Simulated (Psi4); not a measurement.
# ZrO (SMILES [O][Zr]): r2SCAN/def2-SVP (Cholesky decomposition, core potential, cholesky tolerance 0.001, sweep point 6)

What is the vertical ionisation energy of ZrO at r2SCAN/def2-SVP (Cholesky decomposition, core potential, cholesky tolerance 0.001, sweep point 6)? 

Program for the calculation: Psi4 1.11.

## Step 1: The structure to begin with

ZrO: 2 atoms, total charge 0, spin state singlet. As SMILES, `[O][Zr]`. The bond length is the measured one.

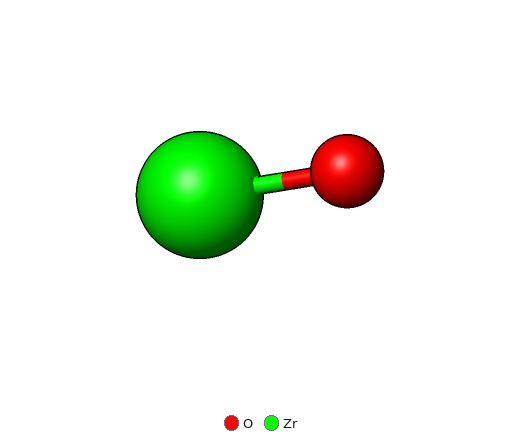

The structure, seen from a chosen angle (oxygen red, zirconium green).

## Step 2: The energy at r2SCAN/def2-SVP (Cholesky decomposition, core potential, cholesky tolerance 0.001, sweep point 6)

Contents of input.dat:

```
memory 1600 mb

molecule molecule1 {
  0 1
  O      0.00000000     0.00000000     0.00000000
  Zr     0.00000000     0.00000000     3.23445523
  units au
  symmetry c1
}

set {
  basis                def2-SVP
  puream               true
  scf_type             cd
  dft_radial_points    99
  dft_spherical_points 590
  cholesky_tolerance   0.001
}

E = energy('r2scan')
```

Launch:

```bash
psi4 -n 1 input.dat output.dat
```

output.dat:

```text
[...]
    !!!  WARNING: ECP capability is in beta. Please check occupations closely.  !!!
[...]
  Running in c1 symmetry.
[...]
  Nuclear repulsion =   29.680423185205132
[...]
  Multiplicity = 1
[...]
  Nalpha       = 10
  Nbeta        = 10
[...]
    Number of basis functions: 45
[...]
   @RKS iter   1:  -121.68535037758973   -8.47278e-02   2.06339e-02 ADIIS/DIIS
[...]
   @RKS iter  11:  -122.14651027549439   -3.22160e-09   1.71021e-07 DIIS
[...]
    Orbital Energies [Eh]
    ---------------------
    Doubly Occupied:
       1A    -18.974763     2A     -2.143757     3A     -1.305942
       4A     -1.285627     5A     -1.285616     6A     -0.826603
       7A     -0.330431     8A     -0.330416     9A     -0.323956
      10A     -0.172797
[...]
  @RKS Final Energy:  -122.14651027549439
   => Energetics <=
    Nuclear Repulsion Energy =             29.6804231852051323
    One-Electron Energy =                -240.4723436160812184
    Two-Electron Energy =                 102.9390961449440454
    DFT Exchange-Correlation Energy =     -14.2936859895623645
    Empirical Dispersion Energy =           0.0000000000000000
    VV10 Nonlocal Energy =                  0.0000000000000000
    Total Energy =                       -122.1465102754943928
[...]
 Multipole Moments:
 ------------------------------------------------------------------------------------
     Multipole            Electronic (a.u.)      Nuclear  (a.u.)        Total (a.u.)
 ------------------------------------------------------------------------------------
 L = 1.  Multiply by 2.5417464519 to convert [e a0] to [Debye]
 Dipole X            :          0.0000018            0.0000000            0.0000018
 Dipole Y            :          0.0000001            0.0000000            0.0000001
 Dipole Z            :         17.0455012          -16.1050989            0.9404022
 Magnitude           :                                                    0.9404022
[...]
```

It took 4.2 s on 1 thread of AMD EPYC 9R45 (Zen 5), shared host; peak memory 0.56 GiB.

## Step 3: The doublet cation at the same level

Contents of calc.inp:

```
memory 1600 mb

molecule mol {
  1 2
  O      0.00000000     0.00000000     0.00000000
  Zr     0.00000000     0.00000000     3.23445523
  units au
  symmetry c1
}

set {
  reference uks
  puream true
  scf_type cd
  dft_radial_points 99
  dft_spherical_points 590
  cholesky_tolerance 0.001
  maxiter 150
}

E, wfn = energy('r2scan/def2-SVP', return_wfn=True)
```

Launch:

```bash
psi4 -i calc.inp -o calc.out -n 1
```

calc.out:

```text
[...]
    !!!  WARNING: ECP capability is in beta. Please check occupations closely.  !!!
[...]
  Running in c1 symmetry.
[...]
  Nuclear repulsion =   29.680423185205132
[...]
  Multiplicity = 2
[...]
  Nalpha       = 10
  Nbeta        = 9
[...]
    Number of basis functions: 45
[...]
   @UKS iter   1:  -121.50775263780399    9.28700e-02   2.11584e-02 ADIIS/DIIS
[...]
   @UKS iter  15:  -121.91379445190555   -3.25987e-08   9.52527e-07 DIIS
[...]
   @S^2 Observed:                7.589821497E-01
[...]
    Orbital Energies [Eh]
    ---------------------
    Alpha Occupied:
       1A    -19.152958     2A     -2.310102     3A     -1.486812
       4A     -1.462298     5A     -1.455612     6A     -1.001248
       7A     -0.508697     8A     -0.505922     9A     -0.500051
      10A     -0.374897
    Alpha Virtual:
      11A     -0.336475    12A     -0.314839    13A     -0.269449
      14A     -0.264994    15A     -0.214225    16A     -0.162445
      17A     -0.155105    18A     -0.078080    19A     -0.050415
      20A      0.021382    21A      0.034364    22A      0.037341
      23A      0.040087    24A      0.064796    25A      0.065836
[...]
  @UKS Final Energy:  -121.91379445190555
   => Energetics <=
    Nuclear Repulsion Energy =             29.6804231852051323
    One-Electron Energy =                -236.9052562908385084
    Two-Electron Energy =                  99.6201319291956509
    DFT Exchange-Correlation Energy =     -14.3090932754678306
    Empirical Dispersion Energy =           0.0000000000000000
    VV10 Nonlocal Energy =                  0.0000000000000000
    Total Energy =                       -121.9137944519055452
[...]
 Multipole Moments:
 ------------------------------------------------------------------------------------
     Multipole            Electronic (a.u.)      Nuclear  (a.u.)        Total (a.u.)
 ------------------------------------------------------------------------------------
 L = 1.  Multiply by 2.5417464519 to convert [e a0] to [Debye]
 Dipole X            :         -0.0000006            0.0000000           -0.0000006
 Dipole Y            :         -0.0000004            0.0000000           -0.0000004
 Dipole Z            :         18.4667533          -16.1050989            2.3616543
 Magnitude           :                                                    2.3616543
[...]
```

It took 7.5 s on 1 thread of AMD EPYC 9R45 (Zen 5), shared host; peak memory 0.56 GiB.

## Step 4: Outcome

At r2SCAN/def2-SVP (Cholesky decomposition, core potential, cholesky tolerance 0.001, sweep point 6):

| quantity | value |
| --- | --- |
| singlet ZrO: total energy | -122.14651 Eh |
| singlet ZrO: dipole moment | 2.39 D |
| singlet ZrO: HOMO energy | -4.70 eV |
| singlet ZrO: LUMO energy | -4.19 eV |
| singlet ZrO: HOMO–LUMO gap | 0.51 eV |
| doublet cation: total energy | -121.91379 Eh |
| doublet cation: HOMO energy (highest over α and β) | -10.20 eV |
| doublet cation: LUMO energy (lowest over α and β) | -9.16 eV |
| doublet cation: ⟨S²⟩ | 0.759 |
| vertical ionisation energy (to the doublet cation) | 6.333 eV |

In words: The vertical ionisation energy comes to 6.33 eV (611 kJ/mol). −ε(HOMO) before ionisation, 4.70 eV, is 1.63 eV below this ionisation energy.
